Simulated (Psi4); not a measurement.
# TPSS/def2-TZVP (sweep point 3) run of SiHClO (SMILES O[Si]Cl)

What is the vertical singlet–triplet gap of SiHClO at TPSS/def2-TZVP (sweep point 3)? 

Program for the calculation: Psi4 1.11.

**1. The structure to begin with**

The species is SiHClO (4 atoms), meant as a singlet with charge 0. As SMILES, `O[Si]Cl`. The coordinates come from a PBE0-D4/def2-TZVP relaxation.

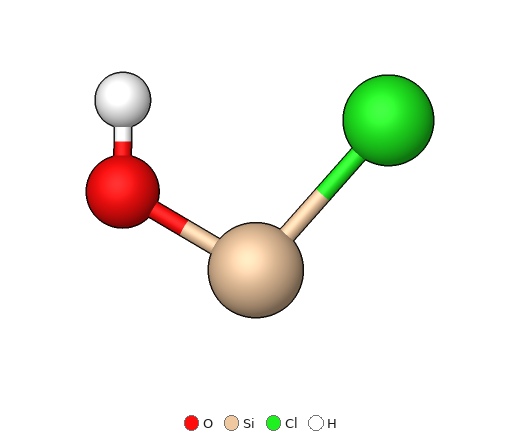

Viewed from a chosen angle; oxygen red, silicon light orange, chlorine green, hydrogen white.

**2. A single-point energy at TPSS/def2-TZVP (sweep point 3)**

The input, job.py:

```python
import psi4

psi4.set_memory(1600000000)
psi4.set_num_threads(1)
psi4.core.set_output_file('psi4.out', False)

molecule = psi4.geometry("""
O     -0.911800     0.450200    -0.308700
Si    -0.434200    -0.789700     0.647000
Cl     1.662300    -0.701000     0.421400
H     -0.260800     0.980400    -0.780000
units angstrom
symmetry c1
""")

options = {'basis': 'def2-TZVP', 'puream': True, 'scf_type': 'pk', 'dft_radial_points': 99, 'dft_spherical_points': 590}
psi4.set_options(options)

e_tot, wfn = psi4.energy("tpss", molecule=molecule, return_wfn=True)
print(f'total energy {e_tot:.8f} hartree = {e_tot * 27.211386:.5f} eV')
```

Launch:

```console
$ python job.py
```

psi4.out:

```text
[...]
  Running in c1 symmetry.
[...]
  Nuclear repulsion =  131.427828239508216
[...]
  Multiplicity = 1
[...]
  Nalpha       = 20
  Nbeta        = 20
[...]
    Number of basis functions: 111
[...]
   @RKS iter   1:  -825.43172518353504   -1.38820e-01   7.99042e-03 DIIS/ADIIS
[...]
   @RKS iter   9:  -825.69019727139050   -1.27013e-07   9.82769e-07 DIIS
[...]
    Orbital Energies [Eh]
    ---------------------
    Doubly Occupied:
       1A   -100.983926     2A    -65.725975     3A    -18.919387
       4A     -9.235884     5A     -7.010814     6A     -7.007982
       7A     -7.006493     8A     -5.154570     9A     -3.532183
      10A     -3.529673    11A     -3.524499    12A     -0.970631
      13A     -0.763369    14A     -0.531828    15A     -0.420815
      16A     -0.347497    17A     -0.343943    18A     -0.301722
      19A     -0.294160    20A     -0.243612
[...]
  @RKS Final Energy:  -825.69019727139050
   => Energetics <=
    Nuclear Repulsion Energy =            131.4278282395082158
    One-Electron Energy =               -1402.8941589642813597
    Two-Electron Energy =                 503.9840793835772956
    DFT Exchange-Correlation Energy =     -58.2079459301947111
    Empirical Dispersion Energy =           0.0000000000000000
    VV10 Nonlocal Energy =                  0.0000000000000000
    Total Energy =                       -825.6901972713905025
[...]
 Multipole Moments:
 ------------------------------------------------------------------------------------
     Multipole            Electronic (a.u.)      Nuclear  (a.u.)        Total (a.u.)
 ------------------------------------------------------------------------------------
 L = 1.  Multiply by 2.5417464519 to convert [e a0] to [Debye]
 Dipole X            :          1.7542127           -1.7990066           -0.0447938
 Dipole Y            :         -1.2404565            1.5691346            0.3286781
 Dipole Z            :          0.8618172           -1.1208639           -0.2590467
 Magnitude           :                                                    0.4208812
[...]
```

The script printed:

```text
total energy -825.69019727 hartree = -22468.17467 eV
```

Run time: 16 s. Hardware: 1 thread of Intel Xeon 6975P-C (Granite Rapids), shared host; peak memory 0.62 GiB.

**3. The triplet at the same level**

The input, clhosi.py:

```python
import psi4

psi4.set_memory('1600 MB')
psi4.set_num_threads(1)
psi4.set_output_file('clhosi.out', False)

mol = psi4.geometry("""
0 3
O     -0.911800     0.450200    -0.308700
Si    -0.434200    -0.789700     0.647000
Cl     1.662300    -0.701000     0.421400
H     -0.260800     0.980400    -0.780000
symmetry c1
""")

psi4.set_options({
    'reference': 'uks',
    'puream': True,
    'scf_type': 'pk',
    'dft_radial_points': 99,
    'dft_spherical_points': 590,
    'maxiter': 150,
})

e_tot, wfn = psi4.energy("tpss/def2-TZVP", molecule=mol, return_wfn=True)
print(f'total energy {e_tot:.8f} hartree = {e_tot * 27.211386:.5f} eV')
for k, v in sorted(psi4.core.scalar_variables().items()):
    print(f'{k:45s} {v:18.10f}')
```

Launch:

```console
$ python clhosi.py
```

clhosi.out:

```text
[...]
  Running in c1 symmetry.
[...]
  Nuclear repulsion =  131.427828239508216
[...]
  Multiplicity = 3
[...]
  Nalpha       = 21
  Nbeta        = 19
[...]
    Number of basis functions: 111
[...]
   @UKS iter   1:  -825.31914481459523   -2.62398e-02   8.01596e-03 DIIS/ADIIS
[...]
   @UKS iter  11:  -825.58705745437192   -7.28767e-09   3.56436e-07 DIIS
[...]
   @S^2 Observed:                2.002502976E+00
[...]
    Orbital Energies [Eh]
    ---------------------
    Alpha Occupied:
       1A   -100.998755     2A    -65.744966     3A    -18.907988
       4A     -9.249149     5A     -7.027547     6A     -7.019605
       7A     -7.019280     8A     -5.173956     9A     -3.551252
      10A     -3.548247    11A     -3.547911    12A     -0.964114
      13A     -0.774486    14A     -0.535255    15A     -0.431489
      16A     -0.351065    17A     -0.341989    18A     -0.304405
      19A     -0.303878    20A     -0.289651    21A     -0.140325
    Alpha Virtual:
      22A     -0.044658    23A     -0.004435    24A      0.040048
      25A      0.135334    26A      0.140310    27A      0.142199
[...]
  @UKS Final Energy:  -825.58705745437192
   => Energetics <=
    Nuclear Repulsion Energy =            131.4278282395082158
    One-Electron Energy =               -1402.5014703293222738
    Two-Electron Energy =                 503.7171161109661170
    DFT Exchange-Correlation Energy =     -58.2305314755239962
    Empirical Dispersion Energy =           0.0000000000000000
    VV10 Nonlocal Energy =                  0.0000000000000000
    Total Energy =                       -825.5870574543719158
[...]
 Multipole Moments:
 ------------------------------------------------------------------------------------
     Multipole            Electronic (a.u.)      Nuclear  (a.u.)        Total (a.u.)
 ------------------------------------------------------------------------------------
 L = 1.  Multiply by 2.5417464519 to convert [e a0] to [Debye]
 Dipole X            :          1.6970205           -1.7990066           -0.1019860
 Dipole Y            :         -1.4313162            1.5691346            0.1378184
 Dipole Z            :          1.0184852           -1.1208639           -0.1023787
 Magnitude           :                                                    0.1996910
[...]
```

The script printed:

```text
total energy -825.58705745 hartree = -22465.36810 eV
CURRENT ENERGY                                   -825.5870574544
CURRENT REFERENCE ENERGY                         -825.5870574544
DD SOLVATION ENERGY                                 0.0000000000
DFT FUNCTIONAL TOTAL ENERGY                      -825.5870574544
DFT TOTAL ENERGY                                 -825.5870574544
DFT VV10 ENERGY                                     0.0000000000
DFT XC ENERGY                                     -58.2305314755
GRID ELECTRONS ALPHA                               20.9999995038
GRID ELECTRONS BETA                                18.9999995413
GRID ELECTRONS TOTAL                               39.9999990451
NUCLEAR REPULSION ENERGY                          131.4278282395
ONE-ELECTRON ENERGY                             -1402.5014703293
PCM POLARIZATION ENERGY                             0.0000000000
PE ENERGY                                           0.0000000000
SCF ITERATION ENERGY                             -825.5870574544
SCF ITERATIONS                                     11.0000000000
SCF TOTAL ENERGY                                 -825.5870574544
TWO-ELECTRON ENERGY                               503.7171161110
XC GRID RADIAL POINTS                              99.0000000000
XC GRID SPHERICAL POINTS                          590.0000000000
XC GRID TOTAL POINTS                           222655.0000000000
```

It took 26 s on 1 thread of Intel Xeon 6975P-C (Granite Rapids), shared host; peak memory 0.62 GiB.

**4. Summary of results**

Level: TPSS/def2-TZVP (sweep point 3).

| quantity | value |
| --- | --- |
| singlet: total energy | -825.69020 Eh |
| singlet: dipole moment | 1.07 D |
| singlet: HOMO energy | -6.63 eV |
| singlet: LUMO energy | -2.77 eV |
| singlet: HOMO–LUMO gap | 3.85 eV |
| triplet: total energy | -825.58706 Eh |
| triplet: dipole moment | 0.51 D |
| triplet: HOMO energy (highest over α and β) | -3.82 eV |
| triplet: ⟨S²⟩ | 2.003 |
| vertical energy of the triplet above the singlet | 2.807 eV |

At this shape the triplet lies 2.81 eV (271 kJ/mol) above the singlet.
